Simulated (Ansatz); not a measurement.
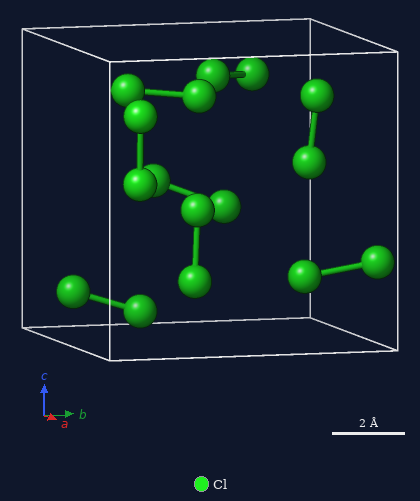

Starting frame of a dynamics run of a periodic cell with 8 Cl2 at 1.57 g/cm³. It starts from the last geometry of an earlier run, with fresh velocities. The picture is a ball-and-stick view of the simulation cell, seen slightly off an axis.

These are results of DFT PBE, scalar-relativistic, plane waves, PAW in Ansatz 0.2.0, not measurements.

Input file:
```yaml
crystal:
  lattice:
    - [8.434327, 0.0, 0.0]
    - [0.0, 8.434327, 0.0]
    - [0.0, 0.0, 8.434327]
  atoms:
    - { symbol: Cl, position: [0.51398256, 0.86263169, 0.80105844] }
    - { symbol: Cl, position: [0.46257828, 0.85113614, 0.57251186] }
    - { symbol: Cl, position: [0.05142714, 0.38905276, 0.04426195] }
    - { symbol: Cl, position: [0.02941756, 0.16325005, 0.1145305] }
    - { symbol: Cl, position: [0.53798965, 1.06552548, 0.23938847] }
    - { symbol: Cl, position: [0.5263675, 0.81560866, 0.19835359] }
    - { symbol: Cl, position: [0.49771666, 0.44308561, 0.19104986] }
    - { symbol: Cl, position: [0.52232366, 0.44496479, 0.43239857] }
    - { symbol: Cl, position: [-0.02534893, 0.45851241, 0.47033559] }
    - { symbol: Cl, position: [0.03844279, 0.68437047, 0.38305872] }
    - { symbol: Cl, position: [0.99977977, 0.79390244, 0.81867266] }
    - { symbol: Cl, position: [1.15491727, 0.61018329, 0.83607996] }
    - { symbol: Cl, position: [0.47664141, 0.2167861, 0.83551829] }
    - { symbol: Cl, position: [0.49719861, 0.45794376, 0.81067496] }
    - { symbol: Cl, position: [0.90488443, 0.12990788, 0.7988668] }
    - { symbol: Cl, position: [0.83769747, 0.14886909, 0.56321605] }
basis:
  ecutwfc: 420.0
kpoints:
  mp_grid: { grid: [1, 1, 1] }
hamiltonian:
  xc: pbe
scf:
  occupations: { method: fermi_dirac, width: 0.02 }
  lower_state_search: "off"
md:
  timestep: 2
  n_steps: 290
  ensemble: nvt_langevin
  temperature: 250.0
  initial_velocities: maxwell_boltzmann
  seed: 795658
  friction: 0.005
```

Launched with:
```bash
ansatz run input.yaml --threads 1 --pin off --max-ram 3072MiB --backend cpu --events-out ev --progress --plain --runs-dir out
```

What does the trajectory do?

Answer. Over the second half the temperature averages 252 K (spread ±55 K). The potential energy in the second half lies on average 45.0 meV per atom below the first frame. In the second half of the run the atoms are, in the root-mean-square, this far from where they began (common drift taken out): Cl 0.85 Å. The molecules turn and drift from their places.

Along the run (each row but the first and the last is the mean over the interval that it begins):

| time (fs) | potential energy (meV/atom) | T (K) |
| --- | --- | --- |
| 0.0 | 0.0 | 234 |
| 58.0 | -6.0 | 327 |
| 116.0 | -14.8 | 414 |
| 174.0 | -19.9 | 399 |
| 232.0 | -27.8 | 348 |
| 290.0 | -38.9 | 328 |
| 348.0 | -41.7 | 268 |
| 406.0 | -52.2 | 258 |
| 464.0 | -45.1 | 196 |
| 522.0 | -47.2 | 215 |
| 580.0 | -44.7 | 170 |

The paths of the atoms:

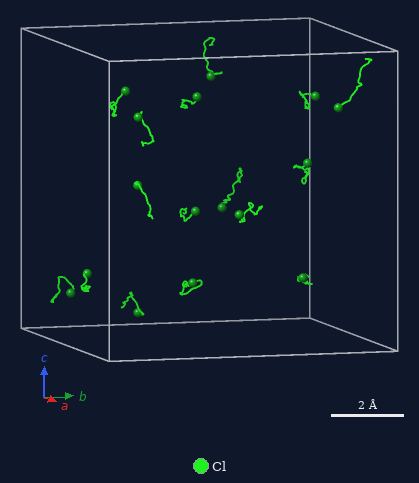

Limits of the set-up: the periodic images lie only 8.4 Å apart, so the values are limited by the cell's size.

Cost: 11 min on 1 thread of Arm Neoverse V2 (shared host), peak memory 0.48 GiB.
